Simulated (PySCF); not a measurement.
**C₅H₃N₃Se (SMILES [H]/N=C/c1n[se]cc1C#N): density, localisation and related maps**

```xyz
12

N    -0.0323    2.6785    1.2168
C     0.2569    1.6836    0.6973
C     0.7340    0.5020    0.0541
C     2.0531    0.3725   -0.3113
Se    2.3151   -1.2635   -1.1059
N     0.5785   -1.6621   -0.8803
C    -0.0427   -0.6719   -0.2906
C    -1.4846   -0.8383   -0.0297
N    -2.1594    0.0729    0.5344
H     2.8363    1.1156   -0.1612
H    -1.8776   -1.8118   -0.3724
H    -3.1381   -0.2053    0.6403
```

Geometry: PBE0-D3(BJ)/def2-SVP.

The calculation used PySCF, B3LYP/def2-SVPD, SCF density, gas phase.

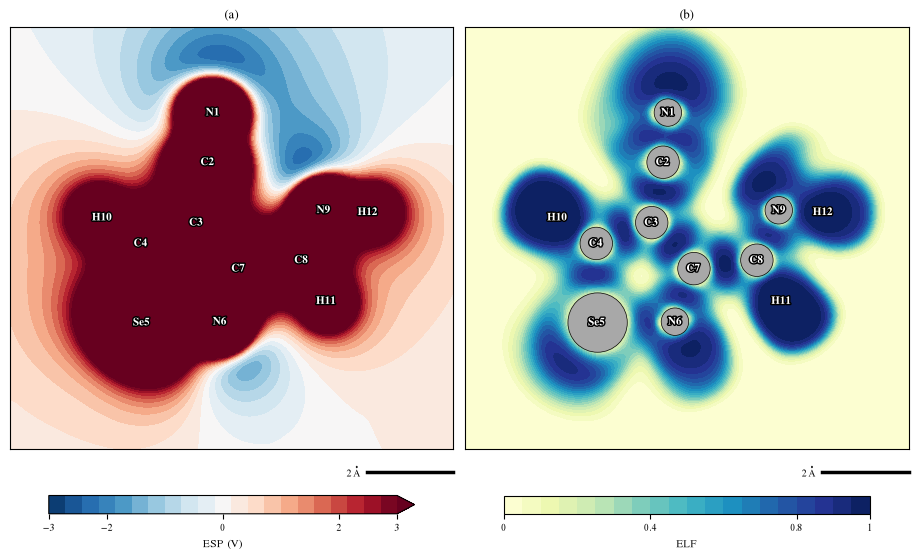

Figure 1. (a) electrostatic potential; (b) electron localisation function on the molecular plane. Grey discs cover the atomic cores in the ELF map.

Q: Interpret the plot.

A: Atoms in the plane: N, C, Se and H.
C–N (1.16 Å): the ELF peaks at about 0.85 between the atoms: a short, multiple covalent bond.
C–C (1.37 Å): the ELF peaks at about 0.95 between the atoms (a covalent bond).
Se–N (1.80 Å): the ELF peaks at about 0.85 between the atoms, as expected for localised, covalent bonding.
C–Se (1.84 Å): the ELF peaks at about 0.90 between the atoms, as expected for localised, covalent bonding.
N–H (1.02 Å): the ELF climbs to about 1 towards the hydrogen, as it does in any bond to H: an ordinary covalent bond to hydrogen.
The ELF also peaks beside Se5, N6 and N1, away from the bonds: lone-pair regions.
Outside the dense part of the molecule the potential is most negative (−2.3 V) near N1.

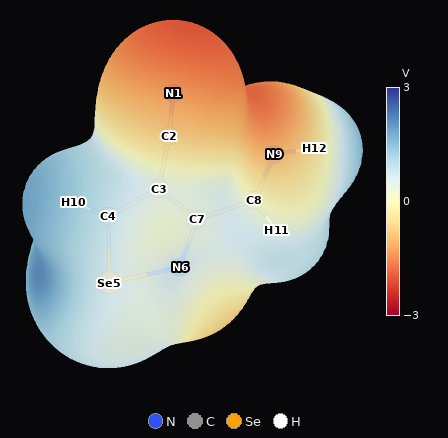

Figure 2. The electrostatic potential painted on the density surface at 0.002 e/bohr³, seen at a tilt; the colour scale runs from red (negative) to blue (positive).

Q: Which sites attract a positive test charge, and which a negative one?

A: A positive charge is drawn to the negative regions and a negative charge to the positive ones. The most negative region (about −1.9 V, or −44 kcal/mol for a unit charge) lies over N1, the most positive (about +2.1 V, or +48 kcal/mol for a unit charge) over C4 and Se5. N1 is the likeliest acceptor of a hydrogen bond.

Q: How polar is the molecule by this calculation?

A: Its dipole moment is 4.26 D.
